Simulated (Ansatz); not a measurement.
```xyz
10

C    -0.8275   -0.8682    0.0464
C    -0.1060    0.1705   -0.7663
Cl    2.8764   -1.0913    0.1468
Ge    1.6199    0.6831    0.0665
O    -0.9327   -2.0379   -0.2603
H    -1.2696   -0.4747    1.0154
H    -0.6905    1.1155   -0.8055
H     0.1000   -0.2062   -1.7872
H     2.3354    1.7388   -0.8113
H     1.4114    1.1757    1.5204
```

Geometry: PBE-D3(BJ)/def2-SVP.

These are results of isolated molecule in a Gaussian basis; Kohn-Sham density functional theory, functional PBE0 (Ansatz), not measurements.

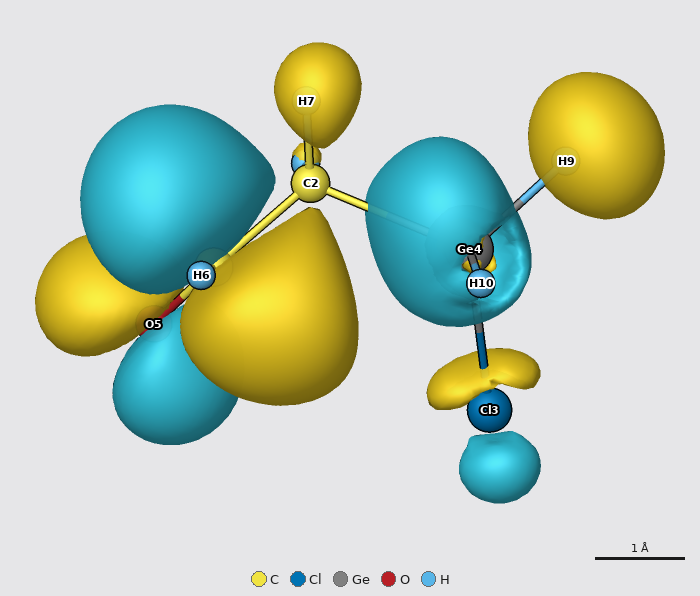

C2H5ClGeO (SMILES O=C[CH2][GeH2][Cl]). One frontier orbital at ±0.08 Å⁻³ᐟ² (yellow and cyan are the two phases), seen across its widest extent.

> Which orbital is it: HOMO or LUMO?

The LUMO, at −1.29 eV. By Hirshfeld shares it lies mainly on C1 (about 35 %), O5 (about 25 %), Ge4 (about 15 %) and C2 (about 5 %); π-antibonding (π*) across C1–O5.
